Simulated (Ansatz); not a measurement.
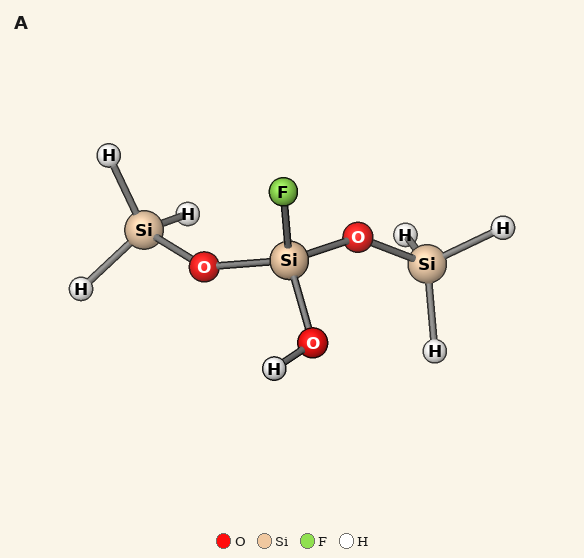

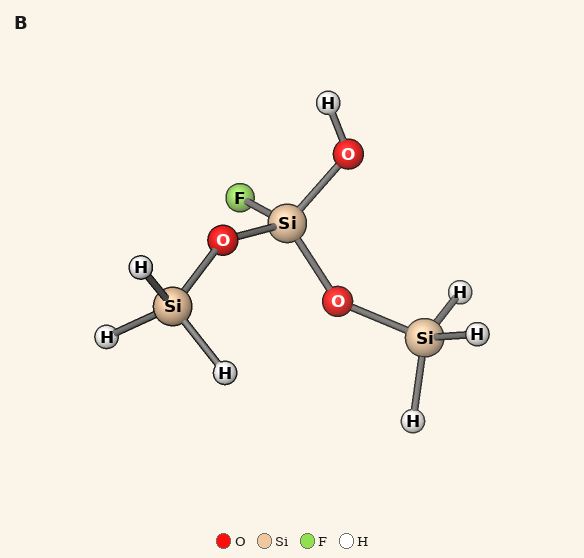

2 stationary structures of one formula. Geometries: PBE0-D4/def2-TZVP. Electronic energies: CCSD(T)/CBS (MP2 limit from def2-TZVPP and def2-QZVPP plus CCSD(T) − MP2) (Ansatz 0.2.0), without zero-point energy. No frequency run is at hand to confirm each as a minimum.

Are they conformers, stereoisomers or constitutional isomers?

Answer. They are conformers of FH7O3Si3: `O[Si](F)(O[SiH3])O[SiH3]`.

Rank them by energy, lowest first.

Answer. B is lowest; A lies 0.2 kcal/mol above it.

Give E(B) − E(A) in kcal/mol at these levels too: RHF-MP2 (frozen core)/def2-QZVPP; B2PLYP (frozen core)/def2-TZVPP; r2SCAN-D4/def2-TZVPP; CCSD(T)/CBS (MP2 limit from def2-TZVPP and def2-QZVPP plus CCSD(T) − MP2); RHF-CCSD(T) (frozen core)/def2-TZVPP; ωB97M-V/def2-TZVPP; B3LYP-D4/def2-TZVPP; PBE0-D4/def2-TZVP.

```tsv
level	E(B) − E(A) (kcal/mol)
RHF-MP2 (frozen core)/def2-QZVPP	−0.2
B2PLYP (frozen core)/def2-TZVPP	−0.3
r2SCAN-D4/def2-TZVPP	−0.2
CCSD(T)/CBS (MP2 limit from def2-TZVPP and def2-QZVPP plus CCSD(T) − MP2)	−0.2
RHF-CCSD(T) (frozen core)/def2-TZVPP	−0.3
ωB97M-V/def2-TZVPP	−0.2
B3LYP-D4/def2-TZVPP	−0.2
PBE0-D4/def2-TZVP	−0.2
```
